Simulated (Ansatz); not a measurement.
**FGaGeH4O (SMILES [F][GaH][O][GeH3]): density, localisation and related maps**

```yaml
atoms:
  - { symbol: F, position_ang: [-2.3747, 0.1141, 0.1002] }
  - { symbol: Ga, position_ang: [-1.2404, 0.9661, -0.9373] }
  - { symbol: Ge, position_ang: [0.9973, -0.6173, 0.6908] }
  - { symbol: O, position_ang: [0.4284, 0.5305, -0.5605] }
  - { symbol: H, position_ang: [-1.7054, 1.9525, -2.0171] }
  - { symbol: H, position_ang: [0.5467, -0.1248, 2.0754] }
  - { symbol: H, position_ang: [2.5266, -0.6122, 0.5758] }
  - { symbol: H, position_ang: [0.4270, -2.0141, 0.3966] }
```

Geometry: r2SCAN-D4/def2-SVP.

Method: isolated molecule in a Gaussian basis; Kohn-Sham density functional theory, functional PBE0 in Ansatz.

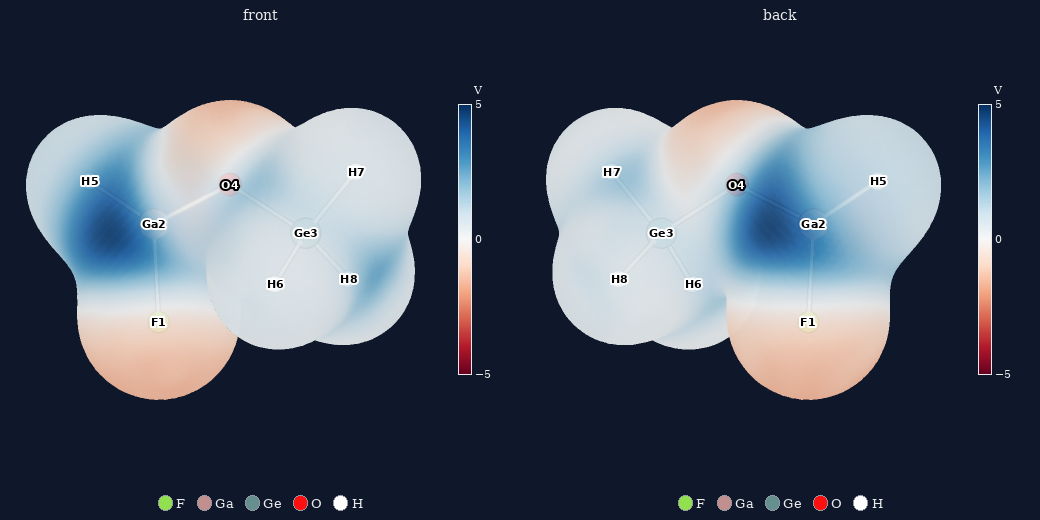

Figure 1. The molecular electrostatic potential painted on the density surface at 0.004 e/bohr³, seen from the front and from behind; red is negative and blue positive.

> Which sites attract a positive test charge, and which a negative one?

A positive charge is drawn to the negative regions and a negative charge to the positive ones. The most negative region (about −1.5 V) lies over F1, the most positive (about +4.7 V) over Ga2.

> What dipole moment does the calculation give?

Its dipole moment is 1.22 D.

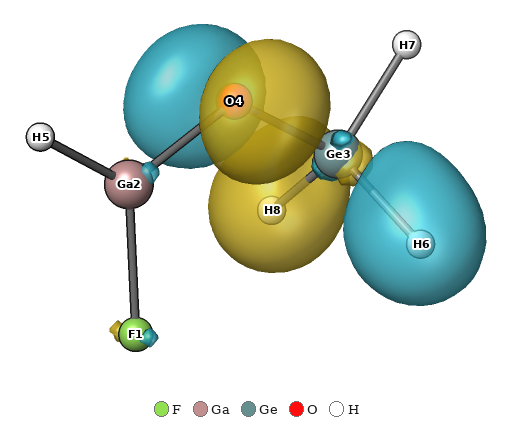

Figure 2. The HOMO at ±0.15 Å⁻³ᐟ² (yellow and cyan are the two phases), seen at an oblique angle.

> Describe this orbital and give its energy.

Its weight (Hirshfeld) is mainly on O4 (about 50 %), Ge3 (about 20 %), H8 (about 15 %), H6 (about 15 %) and Ga2 (about 5 %). Its energy is −8.66 eV.

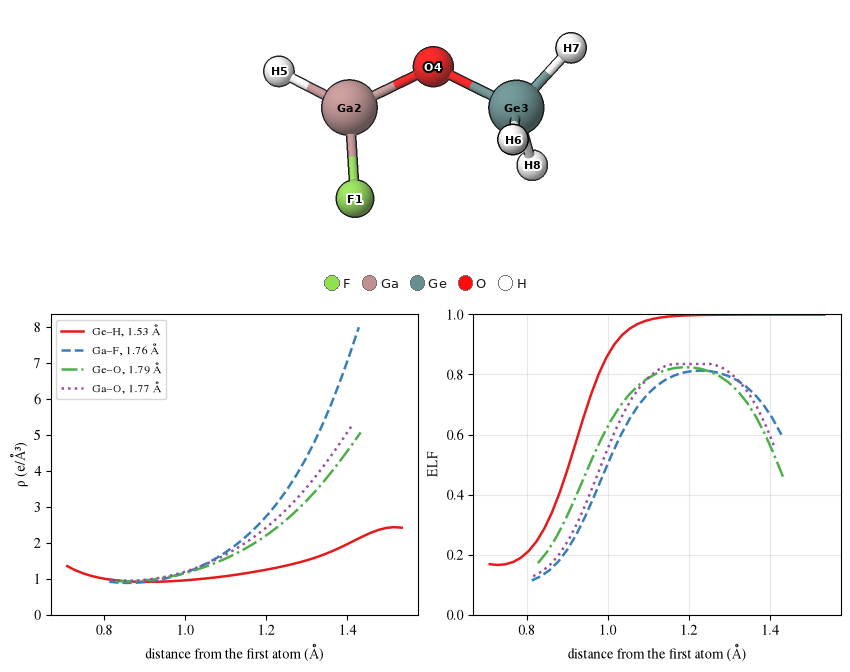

Figure 3. Total electron density and electron localisation function along straight lines between neighbouring atoms. The curves leave out the atomic cores. The structure is drawn too.

> What can be read from the curves?

Ge–H (1.53 Å): ρ is about 1.1 e/Å³ halfway; the ELF climbs to about 1 towards the hydrogen.
Ga–F (1.76 Å): ρ at the midpoint is about 0.89 e/Å³; the ELF peaks at about 0.80 in the valence shell of F, 0.5 Å from its nucleus, and is about 0.20 at the midpoint.
Ge–O (1.79 Å): ρ is about 0.95 e/Å³ halfway; the ELF peaks at about 0.80 in the valence shell of O, 0.6 Å from its nucleus, and is about 0.30 at the midpoint.
Ga–O (1.77 Å): ρ at the midpoint is about 0.95 e/Å³; the ELF peaks at about 0.85 in the valence shell of O, 0.6 Å from its nucleus, and is about 0.20 at the midpoint.
